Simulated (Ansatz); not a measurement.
Geometry relaxation, with input and output: SnH$_{5}$ClO$_{2}$ (part 1 of 2)

SnH$_{5}$ClO$_{2}$, computed with RKS BHLYP-D4/def2-SVP (Ansatz 0.2.0).

The run did not end well. The input holds or restrains some coordinates. Forces given for the steps count only the free coordinates. It belongs to a series of runs on one base structure; here: pulled along the bonds that form and break, towards end B.

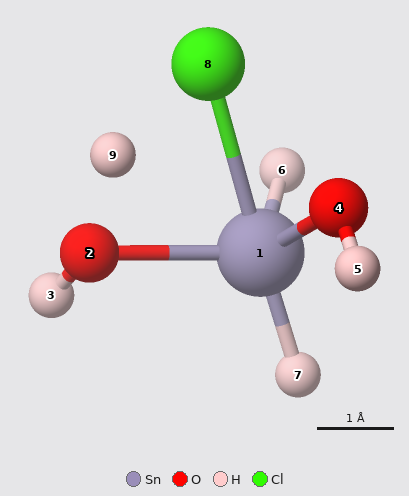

The input geometry (ball-and-stick view, seen at a tilt; atoms are numbered from 1 in the order of the input). Sticks mark near contacts. Bond lengths as drawn: Cl–Sn 2.71 Å, H–O 1.01 Å, H–Sn 1.74 Å and O–Sn 1.96 to 2.31 Å.

## Input
```yaml
crystal:
  periodic: [false, false, false]
  atoms:
    - { symbol: Sn, position_ang: [0.0, 0.0, 0.0] }
    - { symbol: O, position_ang: [0.0, 0.0, 2.31] }
    - { symbol: H, position_ang: [-0.9095, -0.2814, 2.6471] }
    - { symbol: O, position_ang: [1.8483, 0.0, -0.6527] }
    - { symbol: H, position_ang: [2.1646, -0.9521, -0.7693] }
    - { symbol: H, position_ang: [-0.8195, 1.4198, -0.5794] }
    - { symbol: H, position_ang: [-0.8195, -1.4198, -0.5794] }
    - { symbol: Cl, position_ang: [1.4213, 2.1433, 0.8545] }
    - { symbol: H, position_ang: [0.7379, 1.1128, 2.0705] }
basis:
  gaussian: { orbitals: def2-SVP }
hamiltonian:
  xc: { name: BHLYP }
  dispersion: d4
relax:
  f_tol: 0.15
  max_steps: 25
  restrain:
    - { distance: [0, 7], at: 2.41, k: 30.0 }
    - { distance: [8, 1], at: 1.01, k: 30.0 }
    - { distance: [0, 1], at: 3.16, k: 30.0 }
    - { distance: [8, 7], at: 2.57, k: 30.0 }
```

Machine: 2 threads of Intel Xeon (Granite Rapids), 32 GiB of memory available, shared host.

Command:
```bash
ansatz run input.yaml --threads 2 --pin off --max-ram 3072MiB --backend cpu --events-out ev --progress --plain --runs-dir out
```

## What the program printed
```
The last accepted step is kept in [file] (removed where the run ends without a failure and the disk answers)
Engine: ansatz 0.2.0, x86_64-unknown-linux-gnu
Functional definition: BHLYP
  parameter a = 0.5
  exchange = (1 - a)*b88_x + a*exact_x
  correlation = lyp_c
1099 factors; integrals over basis functions are off by at most 3.0e-4 eV
mean field evaluation 1: about -22509.7484 eV, gradient 6.0e1 eV
mean field evaluation 2: about -22500.7604 eV, gradient 9.0e1 eV
mean field evaluation 4: about -22516.5018 eV, gradient 3.4e0 eV
mean field evaluation 8: about -22516.5265 eV, gradient 4.6e-2 eV
mean field -22516.52651216 eV, -827.4670870722 hartree, gradient 3.5e-5 eV, S^2 0.000000; 0 other end points of the search recorded, 0 dependent functions left out
the calculation of the forces begins
reference -22516.52668610 eV, -827.4670934643 hartree; 30, 30 occupied and 67, 67 virtual orbitals, 1099 factors
relax step   1: F+E_penalty+E_count = -22516.79009466 eV  Δ(F+E_penalty+E_count) = +0.000e0 eV  max|allowed force component| = 3.737e0 eV/Å  E_restraint = 24.46578390 eV  max|allowed force component, restraints' pulls added| = 2.333e1 eV/Å  Δτ_max = 0.0000 Å  (25 SCF iters, accepted)
  distance Sn 0 - Cl 7 = 2.7100 Å
  distance H 8 - O 1 = 1.3565 Å
  distance Sn 0 - O 1 = 2.3100 Å
  distance H 8 - Cl 7 = 1.7342 Å
these checks for a lower state are left out or cut short: starts, cluster_reference, orbital_swaps, neighbouring_geometries, increment
1099 factors; integrals over basis functions are off by at most 5.1e-4 eV
mean field evaluation 16: about -22515.4275 eV, gradient 1.6e1 eV
mean field -22516.27114106 eV, -827.4577023573 hartree, gradient 8.3e-6 eV, S^2 0.000000; 0 other end points of the search recorded, 0 dependent functions left out
[... from here on the field's lines of each further geometry are left out, up to the last ...]
relax step   2: F+E_penalty+E_count = -22516.53020088 eV  Δ(F+E_penalty+E_count) = +2.599e-1 eV  max|allowed force component| = 2.759e0 eV/Å  E_restraint = 10.59864598 eV  max|allowed force component, restraints' pulls added| = 1.563e1 eV/Å  Δτ_max = 0.1909 Å  (34 SCF iters, accepted)
relax step   3: F+E_penalty+E_count = -22516.84047212 eV  Δ(F+E_penalty+E_count) = -3.103e-1 eV  max|allowed force component| = 2.069e0 eV/Å  E_restraint = 3.28788522 eV  max|allowed force component, restraints' pulls added| = 8.615e0 eV/Å  Δτ_max = 0.1948 Å  (31 SCF iters, accepted)
relax step   4: F+E_penalty+E_count = -22517.49188788 eV  Δ(F+E_penalty+E_count) = -6.514e-1 eV  max|allowed force component| = 2.345e0 eV/Å  E_restraint = 0.22533877 eV  max|allowed force component, restraints' pulls added| = 4.282e0 eV/Å  Δτ_max = 0.1941 Å  (31 SCF iters, accepted)
relax step   5: F+E_penalty+E_count = -22518.23848412 eV  Δ(F+E_penalty+E_count) = -7.466e-1 eV  max|allowed force component| = 9.596e-1 eV/Å  E_restraint = 0.02517916 eV  max|allowed force component, restraints' pulls added| = 9.622e-1 eV/Å  Δτ_max = 0.1948 Å  (30 SCF iters, accepted)
relax step   6: F+E_penalty+E_count = -22518.65207192 eV  Δ(F+E_penalty+E_count) = -4.136e-1 eV  max|allowed force component| = 2.105e0 eV/Å  E_restraint = 0.00236602 eV  max|allowed force component, restraints' pulls added| = 2.028e0 eV/Å  Δτ_max = 0.1945 Å  (29 SCF iters, accepted)
relax step   7: F+E_penalty+E_count = -22518.98305764 eV  Δ(F+E_penalty+E_count) = -3.310e-1 eV  max|allowed force component| = 1.536e0 eV/Å  E_restraint = 0.00907059 eV  max|allowed force component, restraints' pulls added| = 8.658e-1 eV/Å  Δτ_max = 0.1950 Å  (31 SCF iters, accepted)
relax step   8: F+E_penalty+E_count = -22519.22170397 eV  Δ(F+E_penalty+E_count) = -2.386e-1 eV  max|allowed force component| = 1.002e0 eV/Å  E_restraint = 0.01865836 eV  max|allowed force component, restraints' pulls added| = 5.679e-1 eV/Å  Δτ_max = 0.1928 Å  (31 SCF iters, accepted)
relax step   9: F+E_penalty+E_count = -22519.35669801 eV  Δ(F+E_penalty+E_count) = -1.350e-1 eV  max|allowed force component| = 8.801e-1 eV/Å  E_restraint = 0.01909187 eV  max|allowed force component, restraints' pulls added| = 3.195e-1 eV/Å  Δτ_max = 0.1998 Å  (32 SCF iters, accepted)
relax step  10: F+E_penalty+E_count = -22519.29921035 eV  Δ(F+E_penalty+E_count) = +5.749e-2 eV  max|allowed force component| = 1.253e0 eV/Å  E_restraint = 0.02005657 eV  max|allowed force component, restraints' pulls added| = 9.516e-1 eV/Å  Δτ_max = 0.1706 Å  (29 SCF iters, rejected (line search))
relax step  11: F+E_penalty+E_count = -22519.38090871 eV  Δ(F+E_penalty+E_count) = -2.421e-2 eV  max|allowed force component| = 8.484e-1 eV/Å  E_restraint = 0.01997888 eV  max|allowed force component, restraints' pulls added| = 1.912e-1 eV/Å  Δτ_max = 0.0853 Å  (31 SCF iters, accepted)
relax step  12: F+E_penalty+E_count = -22519.39094180 eV  Δ(F+E_penalty+E_count) = -1.003e-2 eV  max|allowed force component| = 8.493e-1 eV/Å  E_restraint = 0.02023343 eV  max|allowed force component, restraints' pulls added| = 1.309e-1 eV/Å  Δτ_max = 0.0999 Å  (28 SCF iters, accepted)
relax step  13: F+E_penalty+E_count = -22519.37062616 eV  Δ(F+E_penalty+E_count) = +2.032e-2 eV  max|allowed force component| = 1.705e0 eV/Å  E_restraint = 0.01510531 eV  max|allowed force component, restraints' pulls added| = 1.193e0 eV/Å  Δτ_max = 0.1491 Å  (30 SCF iters, rejected (line search))
relax step  14: F+E_penalty+E_count = -22519.39510083 eV  Δ(F+E_penalty+E_count) = -4.159e-3 eV  max|allowed force component| = 8.356e-1 eV/Å  E_restraint = 0.01936683 eV  max|allowed force component, restraints' pulls added| = 2.670e-1 eV/Å  Δτ_max = 0.0724 Å  (28 SCF iters, accepted)
relax step  15: F+E_penalty+E_count = -22519.39931294 eV  Δ(F+E_penalty+E_count) = -4.212e-3 eV  max|allowed force component| = 8.453e-1 eV/Å  E_restraint = 0.01926302 eV  max|allowed force component, restraints' pulls added| = 2.495e-1 eV/Å  Δτ_max = 0.0728 Å  (28 SCF iters, accepted)
relax step  16: F+E_penalty+E_count = -22519.40935424 eV  Δ(F+E_penalty+E_count) = -1.004e-2 eV  max|allowed force component| = 7.921e-1 eV/Å  E_restraint = 0.02019958 eV  max|allowed force component, restraints' pulls added| = 5.874e-2 eV/Å  Δτ_max = 0.0945 Å  (28 SCF iters, accepted)
relax step  17: F+E_penalty+E_count = -22519.41060962 eV  Δ(F+E_penalty+E_count) = -1.255e-3 eV  max|allowed force component| = 1.424e0 eV/Å  E_restraint = 0.02327503 eV  max|allowed force component, restraints' pulls added| = 9.122e-1 eV/Å  Δτ_max = 0.1647 Å  (30 SCF iters, rejected (line search))
relax step  18: F+E_penalty+E_count = -22519.41355333 eV  Δ(F+E_penalty+E_count) = -4.199e-3 eV  max|allowed force component| = 8.068e-1 eV/Å  E_restraint = 0.01749014 eV  max|allowed force component, restraints' pulls added| = 2.464e-1 eV/Å  Δτ_max = 0.0823 Å  (28 SCF iters, accepted)
relax step  19: F+E_penalty+E_count = -22519.42281618 eV  Δ(F+E_penalty+E_count) = -9.263e-3 eV  max|allowed force component| = 8.314e-1 eV/Å  E_restraint = 0.01622710 eV  max|allowed force component, restraints' pulls added| = 2.967e-1 eV/Å  Δτ_max = 0.0838 Å  (27 SCF iters, accepted)
relax step  20: F+E_penalty+E_count = -22519.44413194 eV  Δ(F+E_penalty+E_count) = -2.132e-2 eV  max|allowed force component| = 7.436e-1 eV/Å  E_restraint = 0.02105574 eV  max|allowed force component, restraints' pulls added| = 3.313e-1 eV/Å  Δτ_max = 0.1235 Å  (29 SCF iters, accepted)
relax step  21: F+E_penalty+E_count = -22519.47172061 eV  Δ(F+E_penalty+E_count) = -2.759e-2 eV  max|allowed force component| = 8.248e-1 eV/Å  E_restraint = 0.02584428 eV  max|allowed force component, restraints' pulls added| = 6.821e-1 eV/Å  Δτ_max = 0.1853 Å  (30 SCF iters, accepted)
relax step  22: F+E_penalty+E_count = -22519.54470209 eV  Δ(F+E_penalty+E_count) = -7.298e-2 eV  max|allowed force component| = 8.001e-1 eV/Å  E_restraint = 0.01753249 eV  max|allowed force component, restraints' pulls added| = 2.736e-1 eV/Å  Δτ_max = 0.1999 Å  (28 SCF iters, accepted)
relax step  23: F+E_penalty+E_count = -22519.54884881 eV  Δ(F+E_penalty+E_count) = -4.147e-3 eV  max|allowed force component| = 1.711e0 eV/Å  E_restraint = 0.00522026 eV  max|allowed force component, restraints' pulls added| = 1.516e0 eV/Å  Δτ_max = 0.1998 Å  (29 SCF iters, accepted)
the calculation of the forces begins
reference -22519.39816052 eV, -827.5726182028 hartree; 30, 30 occupied and 67, 67 virtual orbitals, 1099 factors
relax step  24: F+E_penalty+E_count = -22519.63613035 eV  Δ(F+E_penalty+E_count) = -8.728e-2 eV  max|allowed force component| = 9.531e-1 eV/Å  E_restraint = 0.01676647 eV  max|allowed force component, restraints' pulls added| = 2.568e-1 eV/Å  Δτ_max = 0.2000 Å  (28 SCF iters, accepted)
  distance Sn 0 - Cl 7 = 2.3993 Å
  distance H 8 - O 1 = 0.9789 Å
  distance Sn 0 - O 1 = 3.1544 Å
  distance H 8 - Cl 7 = 2.5719 Å
these checks for a lower state are left out or cut short: starts, cluster_reference, orbital_swaps, neighbouring_geometries, increment
1099 factors; integrals over basis functions are off by at most 8.7e-4 eV
mean field -22519.40110372 eV, -827.5727263633 hartree, gradient 1.1e-5 eV, S^2 0.000000; 0 other end points of the search recorded, 0 dependent functions left out
the calculation of the forces begins
reference -22519.40127923 eV, -827.5727328131 hartree; 30, 30 occupied and 67, 67 virtual orbitals, 1099 factors
relax step  25: F+E_penalty+E_count = -22519.64073995 eV  Δ(F+E_penalty+E_count) = -4.610e-3 eV  max|allowed force component| = 9.851e-1 eV/Å  E_restraint = 0.01911758 eV  max|allowed force component, restraints' pulls added| = 3.757e-1 eV/Å  Δτ_max = 0.1523 Å  (29 SCF iters, accepted)
```

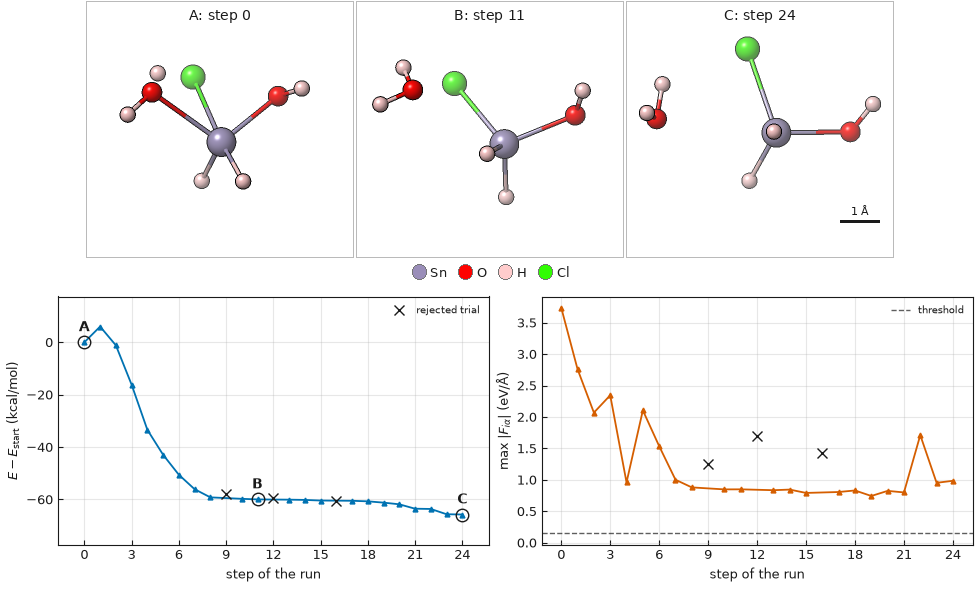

Frames of the restrained relaxation (ball-and-stick view, seen at a tilt) above the curves, on which the letters mark them (the first geometry is step 0 here and step 1 in the log).

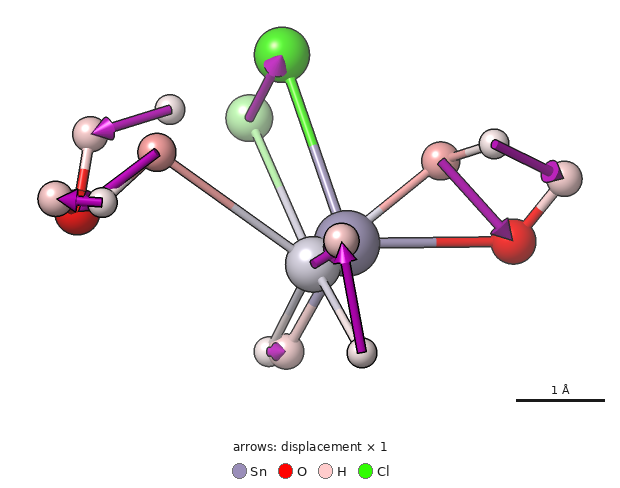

Start (faint) and end (solid) with the displacements as pink arrows, at true length (ball-and-stick view, seen at a tilt). The two geometries are laid on each other by the best rigid fit. The relaxation stopped without meeting its thresholds, so the last structure isn't shown to be converged. The atom that moves furthest after the best rigid fit is H7 (1.30 Å). Largest moves by element: H 1.30 Å, Cl 1.26 Å, O 1.26 Å, Sn 0.53 Å. Among the contacts that change: Sn1–O2 2.310 → 3.152 Å, O2–H9 1.357 → 0.978 Å, Sn1–Cl8 2.710 → 2.400 Å, O2–H3 1.010 → 0.950 Å. New bonds form: O2–H9 (1.36 → 0.98 Å). Bonds break: Sn1–O2 (2.31 → 3.15 Å). Among the angles that change: H7–Sn1–Cl8 176.5° → 106.9°, H6–Sn1–Cl8 72.9° → 110.9°, O4–Sn1–Cl8 67.1° → 101.8°. The energy falls by 65.7 kcal/mol in 24 geometry steps. Largest force component: 3.7 eV/Å at the start, 0.99 eV/Å at the end. The line search rejected the trial steps at points 9, 12, 16 (counted from 0) and went back. (Atoms are counted from 1 in the order of the input.)

```
  distance Sn 0 - Cl 7 = 2.3995 Å
  distance H 8 - O 1 = 0.9778 Å
  distance Sn 0 - O 1 = 3.1518 Å
  distance H 8 - Cl 7 = 2.5623 Å
Unfinished report: {"positions_ang":[[0.4488756102085192,0.08639784725194646,-0.24680896739587924],[-0.9639571210904806,0.6496306125118939,2.513731508773937],[-1.0615230867270784,-0.08715064163110048,3.104898194659268],[1.5381878439135426,-0.09675262439276539,-1.8766647009763768],[2.4235485501054144,-0.4552229199789966,-1.852090230244283],[-0.8607716094944553,1.0452791188645838,-0.6985375101555604],[0.266484986833552,-1.4584386481918277,0.4115655142827153],[1.9326332758478137,1.2930641802331746,1.2023845505370392],[-0.09987844959682804,1.0457930753330924,2.7428216405191415]],"unchecked":["starts","cluster_reference","orbital_swaps","neighbouring_geometries","increment"],"mean_field":{"relativity":"none","state":{"energy":{"ev":-22519.40127922598,"hartree":-827.5727328131326},"converged":true,"gradient_ev":0.000011362668442577159,"stability":{"kind":"minimum","curvature_ev":35.17184877953965},"curvature_floor_ev":0.00030000000000000003,"spin_squared":-1.0658141036401503e-14},"others":[],"fillings":{"estimated":0,"unestimated":0,"tried":0,"untried":0,"excluded_magnetic_sites":0},"n_dropped_functions":0,"n_trapped_functions":0,"passes":{"evaluations":4,"products":25},"factors":{"origin":"Cholesky decomposition","count":1099,"bound_ev":0.0008706875734297368},"gradient_stop_ev":0.00009,"reference_kind":"stationary","functional":{"name":"BHLYP","citations":["Becke, J. Chem. Phys. 98, 1372 (1993) doi:10.1063/1.464304","Becke, Phys. Rev. A 38, 3098 (1988) doi:10.1103/PhysRevA.38.3098","Lee, Yang & Parr, Phys. Rev. B 37, 785 (1988) doi:10.1103/PhysRevB.37.785"],"text":"name \"BHLYP\"\ncite \"Becke, J. Chem. Phys. 98, 1372 (1993) doi:10.1063/1.464304\"\ncite \"Becke, Phys. Rev. A 38, 3098 (1988) doi:10.1103/PhysRevA.38.3098\"\ncite \"Lee, Yang & Parr, Phys. Rev. B 37, 785 (1988) doi:10.1103/PhysRevB.37.785\"\nparameter a = 0.5\nexchange = (1 - a)*b88_x + a*exact_x\ncorrelation = lyp_c\n","parameters":{"a":{"value":0.5,"default":0.5}},"final_grid":{"core_spheres":13.0,"valence_spheres":11.0,"degree":36.0},"final_grid_parameter_source":"default","radial_points_factor":1.0,"radial_grid_error_ev":4.671919181681796e-7,"grid_sensitivity":"normal","grid_sensitivity_ratio":0.0009331686670994504},"unsmoothed_excess_ev":-0.00017550911540896484,"symmetry":{"irreps":["A"],"axes":[[0.9947764666369129,0.09990829703983582,-0.020931163560079718],[-0.10064483571338552,0.994207021663812,-0.03772287261858173],[0.01704108182025182,0.03963243945270131,0.9990690022583141]],"occupied":[{"A":30},{"A":30}]},"held":{"pivots":1099,"left_out":0,"joined":0},"density_repulsion":{"missed_ev":0.000016866175501071494,"excess_ev":9.411139068076308e-9,"most_excess_ev":0.000162,"are_drawn_again":false,"n_first_factors":1099,"energy_change_ev":0.0,"n_dropped_ends":0}},"factors":{"origin":"Cholesky decomposition","count":1099,"bound_ev":0.0008706875734297368},"n_frozen":0,"n_occupied":[30,30],"n_virtual":[67,67],"reference":{"ev":-22519.40127922598,"hartree":-827.5727328131326},"dispersion":{"energy":{"ev":-0.23963623736643966,"hartree":-0.008806469291941024},"switches_in_reach":[]},"total":{"ev":-22519.640915463344,"hartree":-827.5815392824245},"forces_ev_per_angstrom":[[0.45982121282476124,0.1350751810186904,0.16792839033185994],[0.9851354301246124,0.5980521769313347,-0.21250794776484774],[-0.0027362218435366546,-0.24937666437839578,0.22224895694334565],[-0.18435540036317793,0.07061834045398943,-0.1787068609791849],[-0.12807297498397158,0.02983560005593603,0.2269905117042398],[0.0513084596408768,-0.010270622444105737,-0.002050946878549403],[-0.07172524196697141,-0.05182935427447977,0.09477658352195692],[-0.24946727683569297,-0.13998029115470834,-0.08104574199273917],[-0.8599079866041439,-0.3821243661993942,-0.23763294488428935]],"charge_distribution":{"dipole_moment_e_ang":[-0.15104787434679912,-0.4864682847548116,0.34880025836904976],"mulliken_charges_e":[0.9130631721529987,-0.311805780638176,0.1681375951326448,-0.5630896136453192,0.19462741732920608,-0.07647769465384857,-0.12291165202510945,-0.37848972590046515,0.17694628224809117],"lowdin_charges_e":[0.2914959719381969,0.11450275805345189,-0.03133080380467379,-0.09346037821987352,-0.02931222911697451,-0.07165289196450941,-0.0968442606556168,-0.03788620555405231,-0.04551196067594043]},"n_threads":2,"memory_gib":2.556818182580173,"seconds":{"hamiltonian":1.57701414,"orbitals":0.0,"second_order":0.0,"solver_start":0.0,"cycles":0.0,"cycle":0.0,"perturbative":0.0,"full_ci_increment":0.0,"forces":0.0}}
this run last wrote the structure of step 25 to [file]
Error: geometry relaxation did not converge after 25 steps: max|allowed force component| = 9.85e-1 eV/Å without the restraints, 3.76e-1 eV/Å with the forces of `relax.restrain` added, the figure compared with `relax.f_tol` (threshold 1.5e-1). Raise `relax.max_steps` over both its present limit and 25, loosen `relax.f_tol`, or start from a geometry closer to equilibrium; or lower a very stiff `relax.restrain[].k`, which can take fewer steps but ends farther from `at`. Where this run's directory can be resumed (`checkpoint.write`), a resume goes on for up to `relax.max_steps` more
```
